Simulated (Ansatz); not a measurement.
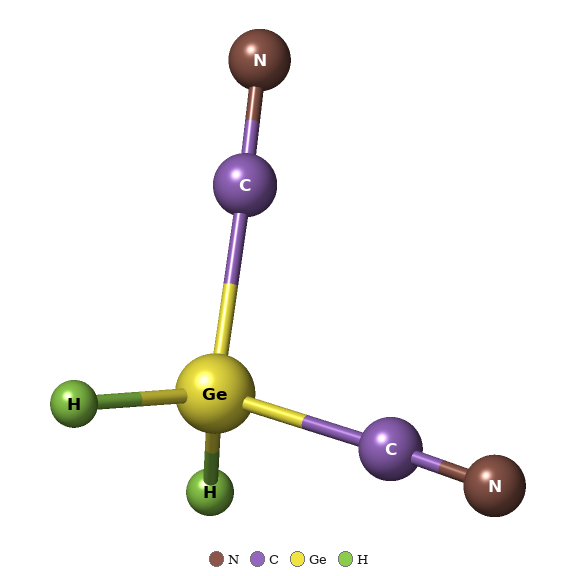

Sticks follow a distance rule. Harmonic vibrations computed with RKS PBE0-D4/def2-TZVP (Ansatz 0.2.0) at a stationary point of the same level.

**How many imaginary frequencies does it have?**

A minimum: no imaginary frequency, and the lowest mode lies at 90 cm⁻¹.

**How many vibrational modes are there, and where do they lie?**

15 modes: 90, 234, 253, 257, 389, 492, 512, 552, 694, 762, 856, 2228, 2236, 2341, 2344 cm⁻¹.
